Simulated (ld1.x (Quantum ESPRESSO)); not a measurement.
# Pseudopotential generation for Ga: TM, PBE

Do these settings give a usable potential? It is generated, then checked for transferability, scattering, ghosts and hardness.

Program: ld1.x (Quantum ESPRESSO) 7.5. Reference atom: PBE, scalar-relativistic, spherical and spin-unpolarised. All values are calculated.

**1. Settings**

The settings as typed:

```
element                 : gallium (Ga, Z = 31)
type                    : norm-conserving Troullier–Martins (Kleinman–Bylander form)
frozen core             : [Ar]
valence charge          : 13
reference configuration : 3d10 4s2 4p1
partial waves           : 4s (bound): rc 1.55 bohr; 4p (bound): rc 1.80 bohr; 3d (bound): rc 1.35 bohr
local potential         : all-electron potential smoothed inside 1.10 bohr (lloc = -1)
core correction         : a·sin(br)/r model core inside 1.10 bohr
```

The nodes and maxima of the atom's own shells, from an earlier all-electron run, set the scale for the radii.

All-electron outer shells of the reference configuration (PBE, scalar-relativistic, ld1.x):

| shell | level (eV) | outermost node (bohr) | outermost maximum (bohr) |
| --- | --- | --- | --- |
| 3s | -148.13 | 0.27 | 0.56 |
| 3p | -98.86 | 0.24 | 0.56 |
| 3d | -19.15 | – | 0.53 |
| 4s | -8.95 | 0.81 | 1.90 |
| 4p | -2.58 | 0.87 | 2.53 |

**2. Generation**

Input file Ga.in:

```
 &input
   title='Ga', zed=31., rel=1, dft='PBE', iswitch=3,
   config='[Ar] 3d10 4s2 4p1',
   nld=3, rlderiv=1.95, eminld=-3.0, emaxld=5.0, deld=0.02
 /
 &inputp
   pseudotype=2, tm=.true., lloc=-1, rcloc=1.10,
   nlcc=.true., rcore=1.10,
   file_pseudopw='Ga.UPF', file_wfcaegen='ae.wfc', file_wfcncgen='nc.wfc', file_beta='beta', file_chi='chi'
 /
3
4S  1  0   2.00   0.00  1.55  1.55  0.0
4P  2  1   1.00   0.00  1.80  1.80  0.0
3D  3  2  10.00   0.00  1.35  1.35  0.0
 &test
   configts(1)='3d10 4s2 4p1'
 /
```

On the command line:

```sh
ld1.x < Ga.in > Ga.out
```

The output, Ga.out (without the banner and most projector matrices):

```text
     Program LD1 v.7.5
     --------------------------- All-electron run ----------------------------

     Ga
     scalar relativistic calculation

     atomic number is 31.00
     dft =PBE   lsd =0 sic =0 latt =0  beta=0.20 tr2=1.0E-14
     Exchange-correlation= PBE
                           (   1   4   3   4   0   0   0)
     mesh =1205 r(mesh) = 101.09016 a.u. xmin = -7.00 dx = 0.01250
     1 Ry =  13.60569312 eV, c = 137.03599908

     n l     nl                  e(Ry)          e(Ha)          e(eV)
     1 0     1S 1( 2.00)      -751.8885      -375.9443    -10229.9645
     2 0     2S 1( 2.00)       -92.7792       -46.3896     -1262.3250
     2 1     2P 1( 6.00)       -80.7630       -40.3815     -1098.8366
     3 0     3S 1( 2.00)       -10.8870        -5.4435      -148.1258
     3 1     3P 1( 6.00)        -7.2660        -3.6330       -98.8592
     3 2     3D 1(10.00)        -1.4078        -0.7039       -19.1544
     4 0     4S 1( 2.00)        -0.6577        -0.3288        -8.9483
     4 1     4P 1( 1.00)        -0.1896        -0.0948        -2.5791

     final scf error:  1.8E-15 reached in  28 iterations

     Etot =   -3887.879138 Ry,   -1943.939569 Ha,  -52897.290452 eV

     Ekin =    3953.977613 Ry,    1976.988806 Ha,   53796.606017 eV
     Encl =   -9369.232565 Ry,   -4684.616282 Ha, -127474.903073 eV
     Eh   =    1678.315257 Ry,     839.157629 Ha,   22834.642352 eV
     Exc  =    -150.939443 Ry,     -75.469722 Ha,   -2053.635748 eV

     normalization and overlap integrals

     s(1S/1S) =  1.000000  <r> =   0.0486  <r2> =    0.0032  r(max) =   0.0319
     s(2S/2S) =  1.000000  <r> =   0.2178  <r2> =    0.0560  r(max) =   0.1833
     s(2P/2P) =  1.000000  <r> =   0.1907  <r2> =    0.0446  r(max) =   0.1464
     s(3S/3S) =  1.000000  <r> =   0.6518  <r2> =    0.4906  r(max) =   0.5647
     s(3P/3P) =  1.000000  <r> =   0.6791  <r2> =    0.5442  r(max) =   0.5647
     s(3D/3D) =  1.000000  <r> =   0.8106  <r2> =    0.8629  r(max) =   0.5305
     s(4S/4S) =  1.000000  <r> =   2.3423  <r2> =    6.3902  r(max) =   1.8984
     s(4P/4P) =  1.000000  <r> =   3.4262  <r2> =   14.2371  r(max) =   2.5307

     ------------------------ End of All-electron run ------------------------

     --------------------- Generating NC pseudopotential ---------------------

      Generating local potential from pseudized AE potential:
      Matching radius rcloc =   1.1000

      Local pseudo, rcloc= 1.095 Estimated cut-off energy=    20.64 Ry

      Computing core charge for nlcc:

       r > 1.11 : true rho core
       r < 1.11 : rho core = a sin(br)/r    a=   5.55  b=   2.44

      Integrated core pseudo-charge :   3.24

      Wfc   4S  rcut= 1.554  Using Troullier-Martins method

      Wfc   4P  rcut= 1.806  Using Troullier-Martins method

      Wfc   3D  rcut= 1.338  Using Troullier-Martins method

     ------------------- End of pseudopotential generation -------------------

     [... the all-electron block is printed once more ...]


     Computing logarithmic derivative in   1.95870
     Computing logarithmic derivative in   1.95870
     Computing the partial wave expansion
     R is outside the sphere for l=    0 j= 0.00
     R is outside the sphere for l=    1 j= 0.00
     R is outside the sphere for l=    2 j= 0.00

     ---------------------- Testing the pseudopotential ----------------------

     Ga
     scalar relativistic calculation

     atomic number is 31.00   valence charge is 13.00
     dft =PBE   lsd =0 sic =0 latt =0  beta=0.20 tr2=1.0E-14
     mesh =1205 r(mesh) = 101.09016 xmin = -7.00 dx = 0.01250

     n l     nl             e AE (Ry)        e PS (Ry)    De AE-PS (Ry)
     3 2     3D   1(10.00)       -1.40782       -1.40783        0.00001
     1 0     4S   1( 2.00)       -0.65769       -0.65769        0.00000
     2 1     4P   1( 1.00)       -0.18956       -0.18956       -0.00000

     eps = 2.3E-15  iter =  8

     Etot =   -3887.879138 Ry,   -1943.939569 Ha,  -52897.290452 eV
     Etotps =  -153.267486 Ry,     -76.633743 Ha,   -2085.310379 eV

     Ekin =     187.835840 Ry,      93.917920 Ha,    2555.636794 eV
     Encl =    -375.804112 Ry,    -187.902056 Ha,   -5113.075421 eV
     Ehrt =     137.927489 Ry,      68.963745 Ha,    1876.599093 eV
     Ecxc =     -27.759644 Ry,     -13.879822 Ha,    -377.689201 eV
     (Ecc =      -4.141392 Ry,      -2.070696 Ha,     -56.346504 eV)
     Epseu=     -75.467059 Ry,     -37.733529 Ha,   -1026.781643 eV

     ---------------------- End of pseudopotential test ----------------------
```

Wall time 1.7 s (1 thread of Neoverse-V2, shared host). (Generation and the later configuration tests together.)

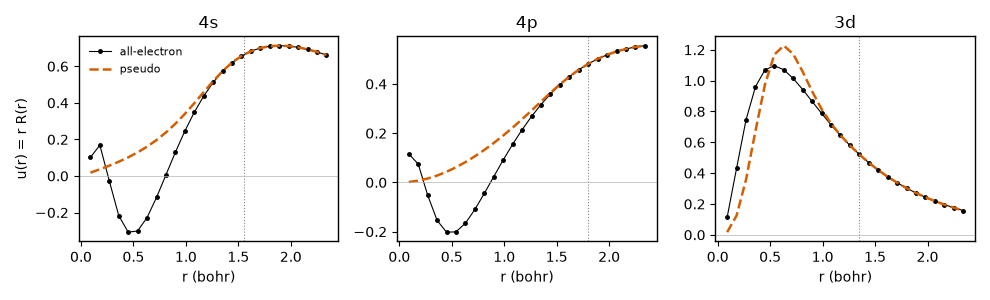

Bound waves of the atom and their pseudo partners (4s, 4p, 3d), with the matching radii dotted. The curves join 26 sampled radii, too few to resolve the innermost nodes.

**3. Configuration tests**

Input file Ga.test.in:

```
 &input
   title='Ga', zed=31., rel=1, dft='PBE', iswitch=2,
   config='[Ar] 3d10 4s2 4p1'
 /
 &test
   file_pseudo='Ga.UPF', nconf=8,
   configts(1)='3d10 4s2 4p1',
   configts(2)='3d10 4s2 4p0',
   configts(3)='3d10 4s1 4p0',
   configts(4)='3d10 4s0 4p0',
   configts(5)='3d10 4s0 4p3',
   configts(6)='3d10 4s1 4p1',
   configts(7)='3d9 4s2 4p1',
   configts(8)='3d10 4s1 4p2'
 /
```

On the command line:

```sh
ld1.x < Ga.test.in > Ga.test.out
```

Ga.test.out, the pseudopotential blocks:

```text
     ---------------------- Testing the pseudopotential ----------------------

     Ga
     scalar relativistic calculation

     atomic number is 31.00   valence charge is 13.00
     dft =PBE   lsd =0 sic =0 latt =0  beta=0.20 tr2=1.0E-14
     mesh =1205 r(mesh) = 101.09016 xmin = -7.00 dx = 0.01250

     n l     nl             e AE (Ry)        e PS (Ry)    De AE-PS (Ry)
     3 2     3D   1(10.00)       -1.40782       -1.40783        0.00001
     1 0     4S   1( 2.00)       -0.65769       -0.65769        0.00000
     2 1     4P   1( 1.00)       -0.18956       -0.18956       -0.00000

     eps = 6.4E-15  iter =  7

     Etot =   -3887.879138 Ry,   -1943.939569 Ha,  -52897.290452 eV
     Etotps =  -153.267486 Ry,     -76.633743 Ha,   -2085.310378 eV

     Ekin =     187.835838 Ry,      93.917919 Ha,    2555.636772 eV
     Encl =    -375.804111 Ry,    -187.902055 Ha,   -5113.075404 eV
     Ehrt =     137.927489 Ry,      68.963744 Ha,    1876.599084 eV
     Ecxc =     -27.759644 Ry,     -13.879822 Ha,    -377.689199 eV
     (Ecc =      -4.141392 Ry,      -2.070696 Ha,     -56.346504 eV)
     Epseu=     -75.467058 Ry,     -37.733529 Ha,   -1026.781631 eV

     ---------------------- End of pseudopotential test ----------------------

     ---------------------- Testing the pseudopotential ----------------------

     Ga
     scalar relativistic calculation

     atomic number is 31.00   valence charge is 13.00
     dft =PBE   lsd =0 sic =0 latt =0  beta=0.20 tr2=1.0E-14
     mesh =1205 r(mesh) = 101.09016 xmin = -7.00 dx = 0.01250

     n l     nl             e AE (Ry)        e PS (Ry)    De AE-PS (Ry)
     3 2     3D   1(10.00)       -2.01549       -2.01293       -0.00256
     1 0     4S   1( 2.00)       -1.20034       -1.20056        0.00022
     2 1     4P   1( 0.00)       -0.66647       -0.66679        0.00032

     eps = 9.5E-15  iter =  8

     Etot =   -3887.461073 Ry,   -1943.730537 Ha,  -52891.602393 eV
     Etotps =  -152.849307 Ry,     -76.424653 Ha,   -2079.620762 eV
     dEtot_ae =       0.418065 Ry
     dEtot_ps =       0.418179 Ry,   Delta E=      -0.000114 Ry

     Ekin =     187.698979 Ry,      93.849490 Ha,    2553.774709 eV
     Encl =    -367.990872 Ry,    -183.995436 Ha,   -5006.770881 eV
     Ehrt =     130.451703 Ry,      65.225851 Ha,    1774.885838 eV
     Ecxc =     -27.407367 Ry,     -13.703683 Ha,    -372.896218 eV
     (Ecc =      -4.141392 Ry,      -2.070696 Ha,     -56.346504 eV)
     Epseu=     -75.601750 Ry,     -37.800875 Ha,   -1028.614209 eV

     ---------------------- End of pseudopotential test ----------------------

     ---------------------- Testing the pseudopotential ----------------------

     Ga
     scalar relativistic calculation

     atomic number is 31.00   valence charge is 13.00
     dft =PBE   lsd =0 sic =0 latt =0  beta=0.20 tr2=1.0E-14
     mesh =1205 r(mesh) = 101.09016 xmin = -7.00 dx = 0.01250

     n l     nl             e AE (Ry)        e PS (Ry)    De AE-PS (Ry)
     3 2     3D   1(10.00)       -2.89274       -2.88653       -0.00621  !
     1 0     4S   1( 1.00)       -1.91606       -1.91749        0.00143
     2 1     4P   1( 0.00)       -1.30377       -1.30642        0.00266

     eps = 8.9E-17  iter =  9

     Etot =   -3885.908206 Ry,   -1942.954103 Ha,  -52870.474558 eV
     Etotps =  -151.295540 Ry,     -75.647770 Ha,   -2058.480684 eV
     dEtot_ae =       1.970932 Ry
     dEtot_ps =       1.971946 Ry,   Delta E=      -0.001014 Ry

     Ekin =     188.595393 Ry,      94.297697 Ha,    2565.971045 eV
     Encl =    -356.735956 Ry,    -178.367978 Ha,   -4853.639938 eV
     Ehrt =     120.485806 Ry,      60.242903 Ha,    1639.292897 eV
     Ecxc =     -26.872301 Ry,     -13.436150 Ha,    -365.616278 eV
     (Ecc =      -4.141392 Ry,      -2.070696 Ha,     -56.346504 eV)
     Epseu=     -76.768482 Ry,     -38.384241 Ha,   -1044.488410 eV

     ---------------------- End of pseudopotential test ----------------------

     ---------------------- Testing the pseudopotential ----------------------

     Ga
     scalar relativistic calculation

     atomic number is 31.00   valence charge is 13.00
     dft =PBE   lsd =0 sic =0 latt =0  beta=0.20 tr2=1.0E-14
     mesh =1205 r(mesh) = 101.09016 xmin = -7.00 dx = 0.01250

     n l     nl             e AE (Ry)        e PS (Ry)    De AE-PS (Ry)
     3 2     3D   1(10.00)       -3.85756       -3.84718       -0.01039  !
     1 0     4S   1( 0.00)       -2.68834       -2.69225        0.00391
     2 1     4P   1( 0.00)       -1.99942       -2.00942        0.01000  !

     eps = 2.7E-15  iter =  7

     Etot =   -3883.609747 Ry,   -1941.804873 Ha,  -52839.202424 eV
     Etotps =  -148.994327 Ry,     -74.497164 Ha,   -2027.171093 eV
     dEtot_ae =       4.269391 Ry
     dEtot_ps =       4.273159 Ry,   Delta E=      -0.003767 Ry

     Ekin =     189.693771 Ry,      94.846885 Ha,    2580.915235 eV
     Encl =    -344.334109 Ry,    -172.167055 Ha,   -4684.904222 eV
     Ehrt =     110.359841 Ry,      55.179921 Ha,    1501.522131 eV
     Ecxc =     -26.331145 Ry,     -13.165572 Ha,    -358.253474 eV
     (Ecc =      -4.141392 Ry,      -2.070696 Ha,     -56.346504 eV)
     Epseu=     -78.382685 Ry,     -39.191343 Ha,   -1066.450765 eV

     ---------------------- End of pseudopotential test ----------------------

     ---------------------- Testing the pseudopotential ----------------------

     Ga
     scalar relativistic calculation

     atomic number is 31.00   valence charge is 13.00
     dft =PBE   lsd =0 sic =0 latt =0  beta=0.20 tr2=1.0E-14
     mesh =1205 r(mesh) = 101.09016 xmin = -7.00 dx = 0.01250

     n l     nl             e AE (Ry)        e PS (Ry)    De AE-PS (Ry)
     3 2     3D   1(10.00)       -1.67078       -1.66793       -0.00285
     1 0     4S   1( 0.00)       -0.80735       -0.80658       -0.00077
     2 1     4P   1( 3.00)       -0.29537       -0.29491       -0.00046

     eps = 4.4E-15  iter = 18

     Etot =   -3886.896388 Ry,   -1943.448194 Ha,  -52883.919461 eV
     Etotps =  -152.284783 Ry,     -76.142391 Ha,   -2071.940019 eV
     dEtot_ae =       0.982750 Ry
     dEtot_ps =       0.982703 Ry,   Delta E=       0.000047 Ry

     Ekin =     189.536070 Ry,      94.768035 Ha,    2578.769600 eV
     Encl =    -372.483494 Ry,    -186.241747 Ha,   -5067.896118 eV
     Ehrt =     134.907681 Ry,      67.453841 Ha,    1835.512513 eV
     Ecxc =     -27.556410 Ry,     -13.778205 Ha,    -374.924060 eV
     (Ecc =      -4.141392 Ry,      -2.070696 Ha,     -56.346504 eV)
     Epseu=     -76.688629 Ry,     -38.344315 Ha,   -1043.401954 eV

     ---------------------- End of pseudopotential test ----------------------

     ---------------------- Testing the pseudopotential ----------------------

     Ga
     scalar relativistic calculation

     atomic number is 31.00   valence charge is 13.00
     dft =PBE   lsd =0 sic =0 latt =0  beta=0.20 tr2=1.0E-14
     mesh =1205 r(mesh) = 101.09016 xmin = -7.00 dx = 0.01250

     n l     nl             e AE (Ry)        e PS (Ry)    De AE-PS (Ry)
     3 2     3D   1(10.00)       -2.14975       -2.14564       -0.00410
     1 0     4S   1( 1.00)       -1.28054       -1.28018       -0.00036
     2 1     4P   1( 1.00)       -0.73071       -0.73071       -0.00000

     eps = 8.8E-17  iter = 11

     Etot =   -3886.919219 Ry,   -1943.459609 Ha,  -52884.230082 eV
     Etotps =  -152.307608 Ry,     -76.153804 Ha,   -2072.250577 eV
     dEtot_ae =       0.959920 Ry
     dEtot_ps =       0.959878 Ry,   Delta E=       0.000042 Ry

     Ekin =     188.573523 Ry,      94.286761 Ha,    2565.673485 eV
     Encl =    -366.291054 Ry,    -183.145527 Ha,   -4983.643675 eV
     Ehrt =     128.937698 Ry,      64.468849 Ha,    1754.286747 eV
     Ecxc =     -27.286495 Ry,     -13.643248 Ha,    -371.251678 eV
     (Ecc =      -4.141392 Ry,      -2.070696 Ha,     -56.346504 eV)
     Epseu=     -76.241280 Ry,     -38.120640 Ha,   -1037.315455 eV

     ---------------------- End of pseudopotential test ----------------------

     ---------------------- Testing the pseudopotential ----------------------

     Ga
     scalar relativistic calculation

     atomic number is 31.00   valence charge is 13.00
     dft =PBE   lsd =0 sic =0 latt =0  beta=0.20 tr2=1.0E-14
     mesh =1205 r(mesh) = 101.09016 xmin = -7.00 dx = 0.01250

     n l     nl             e AE (Ry)        e PS (Ry)    De AE-PS (Ry)
     3 2     3D   1( 9.00)       -2.71320       -2.73927        0.02607  !
     1 0     4S   1( 2.00)       -1.42025       -1.41247       -0.00778  !
     2 1     4P   1( 1.00)       -0.81681       -0.81414       -0.00267

     eps = 3.8E-15  iter = 14

     Etot =   -3885.843536 Ry,   -1942.921768 Ha,  -52869.594673 eV
     Etotps =  -151.217404 Ry,     -75.608702 Ha,   -2057.417599 eV
     dEtot_ae =       2.035602 Ry
     dEtot_ps =       2.050081 Ry,   Delta E=      -0.014479 Ry

     Ekin =     179.857437 Ry,      89.928719 Ha,    2447.085097 eV
     Encl =    -355.641626 Ry,    -177.820813 Ha,   -4838.750820 eV
     Ehrt =     122.831702 Ry,      61.415851 Ha,    1671.210447 eV
     Ecxc =     -26.325882 Ry,     -13.162941 Ha,    -358.181865 eV
     (Ecc =      -4.141392 Ry,      -2.070696 Ha,     -56.346504 eV)
     Epseu=     -71.939037 Ry,     -35.969518 Ha,    -978.780458 eV

     ---------------------- End of pseudopotential test ----------------------

     ---------------------- Testing the pseudopotential ----------------------

     Ga
     scalar relativistic calculation

     atomic number is 31.00   valence charge is 13.00
     dft =PBE   lsd =0 sic =0 latt =0  beta=0.20 tr2=1.0E-14
     mesh =1205 r(mesh) = 101.09016 xmin = -7.00 dx = 0.01250

     n l     nl             e AE (Ry)        e PS (Ry)    De AE-PS (Ry)
     3 2     3D   1(10.00)       -1.54605       -1.54525       -0.00080
     1 0     4S   1( 1.00)       -0.73819       -0.73802       -0.00017
     2 1     4P   1( 2.00)       -0.24611       -0.24596       -0.00015

     eps = 5.8E-15  iter = 11

     Etot =   -3887.398627 Ry,   -1943.699314 Ha,  -52890.752772 eV
     Etotps =  -152.786921 Ry,     -76.393460 Ha,   -2078.771959 eV
     dEtot_ae =       0.480511 Ry
     dEtot_ps =       0.480565 Ry,   Delta E=      -0.000054 Ry

     Ekin =     188.674976 Ry,      94.337488 Ha,    2567.053826 eV
     Encl =    -374.049358 Ry,    -187.024679 Ha,   -5089.200771 eV
     Ehrt =     136.315265 Ry,      68.157633 Ha,    1854.663669 eV
     Ecxc =     -27.646782 Ry,     -13.823391 Ha,    -376.153638 eV
     (Ecc =      -4.141392 Ry,      -2.070696 Ha,     -56.346504 eV)
     Epseu=     -76.081022 Ry,     -38.040511 Ha,   -1035.135044 eV

     ---------------------- End of pseudopotential test ----------------------
```

Excitation and ionisation energies from 3d10 4s2 4p1, with the error of the potential. The frozen-core shift comes from a second all-electron run, not shown, with the core orbitals held at their reference shape; it is that run's ΔE less the relaxed one.

| valence configuration | charge | ΔE all-electron (eV) | error AE − PS (meV) | frozen-core shift (meV) |
| --- | --- | --- | --- | --- |
| 3d10 4s2 4p0 | +1 | 5.688 | -1.6 | +0.7 |
| 3d10 4s1 4p0 | +2 | 26.816 | -14 | +4.3 |
| 3d10 4s0 4p0 | +3 | 58.088 | -51 | +14 |
| 3d10 4s0 4p3 | 0 | 13.371 | +0.6 | +2.4 |
| 3d10 4s1 4p1 | +1 | 13.060 | +0.6 | +1.8 |
| 3d9 4s2 4p1 | +1 | 27.696 | -197 | +203 |
| 3d10 4s1 4p2 | 0 | 6.538 | -0.7 | +0.8 |

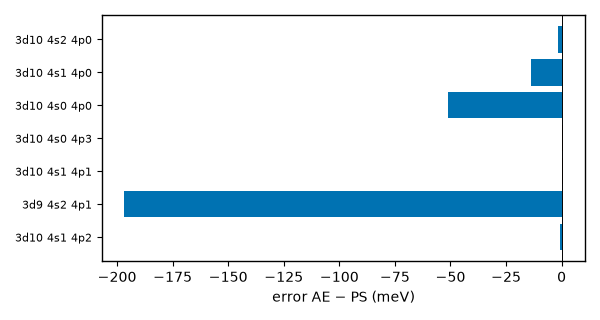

Error of the potential in each test configuration.

**4. Scattering by logarithmic derivatives**

Taken from the files of the generation run. The phase is arctan(r·u′/u) with u = r·R, unwrapped, with energies in Ry. A pole is an energy at which the radial function vanishes at the test radius. The pseudo phase is shifted by a multiple of π to meet the all-electron one at the reference energy. Levels narrower than the energy grid can be missing from the poles. The last column is the largest difference on the grid between −1 and +1 Ry.

| channel | radius (bohr) | reference (Ry) | poles AE | poles PS | window around the reference with phases within 0.05 rad (Ry) | largest difference near zero (rad) |
| --- | --- | --- | --- | --- | --- | --- |
| s | 1.96 | -0.66 | 3.06 | 2.97 | the whole range | 0.001 |
| p | 1.96 | -0.19 | 4.61 | 2.27 | below 0.7 | 0.063 |
| d | 1.96 | -1.41 | -1.23 | -1.22 | below 1.8 | 0.012 |

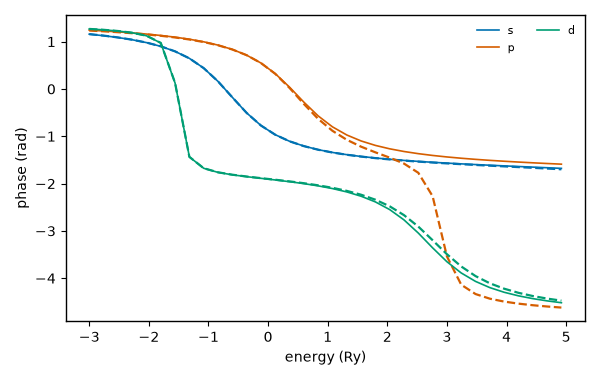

All-electron (solid) and pseudo (dashed) phases against energy.

**5. Cutoff and ghost test in a Bessel basis**

This step uses the generator's waves and projectors in a separate script. Basis: spherical Bessel functions vanishing at 20 bohr, q² up to the cutoff; potential fixed at the reference.

All-electron valence levels (Ry): 4s -0.6577, 4p -0.1896, 3d -1.4078. The lowest levels of each channel (Ry) by cutoff; the last column sums, over occupied levels, occupation times the distance from the level at 400 Ry. A positive value at high cutoff is not a bound level.

```csv
cutoff (Ry),s #1,s #2,p #1,d #1,f #1,Σ f·Δε (mRy)
8,-0.6376,-0.0276,-0.1876,0.0466,0.1018,14586.5
15,-0.6658,-0.0279,-0.1892,0.0461,0.1018,14556.3
25,-2.9892,-0.6527,-0.1893,0.0454,0.1018,14542.9
40,-4.8168,-0.6573,-0.1895,0.0419,0.1018,14497.8
55,-5.1156,-0.6574,-0.1895,-0.1406,0.1018,12673.0
90,-5.1859,-0.6576,-0.1895,-1.1725,0.1018,2353.2
120,-5.1910,-0.6577,-0.1895,-1.3826,0.1018,252.6
160,-5.1912,-0.6577,-0.1895,-1.4071,0.1018,7.5
180,-5.1912,-0.6577,-0.1895,-1.4073,0.1018,5.5
260,-5.1912,-0.6577,-0.1895,-1.4077,0.1018,1.5
300,-5.1912,-0.6577,-0.1895,-1.4078,0.1018,0.3
400,-5.1912,-0.6577,-0.1895,-1.4078,0.1018,0.0
```

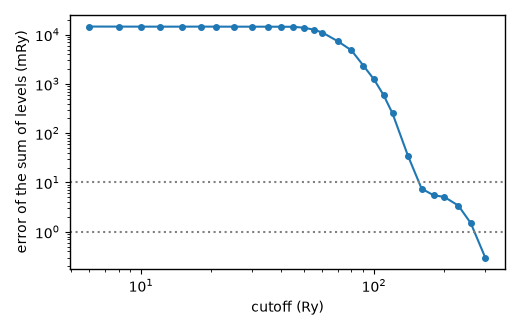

Occupation-weighted error of the valence levels against the cutoff; the dotted lines mark 10 and 1 mRy.

The sum stays within 10 mRy from 160 Ry and within 1 mRy from 300 Ry. The sum leaves out empty levels, which can need more. Ghost test: ghost state, bound below the all-electron valence or empty levels of the same l: s at -70.6 eV.

**6. Outcome**

```
                                                quantity                      value
               cutoffs for 10 and 1 mRy, occupied levels          160 Ry and 300 Ry
                                            bound ghosts             s at -70.63 eV
                            largest test error (AE − PS)  -197 meV, for 3d9 4s2 4p1
largest phase difference near zero energy, channels read                  0.063 rad
```

It has a bound ghost (s), a state that the atom doesn't have, and that rules the file out. By total energies transferability is poor: the largest error is 197 meV on 27.7 eV, for 3d9 4s2 4p1. Freezing the core accounts for most of it. The potential is very hard: the looser tolerance needs 160 Ry. The slowest occupied level is 3d: taken alone it needs 160 Ry to come within 1 mRy, against 35 Ry for 4s. Near zero energy the largest phase difference among the channels read is 0.06 rad, in the p channel. These are tests on the free atom; a crystal test is still owed.
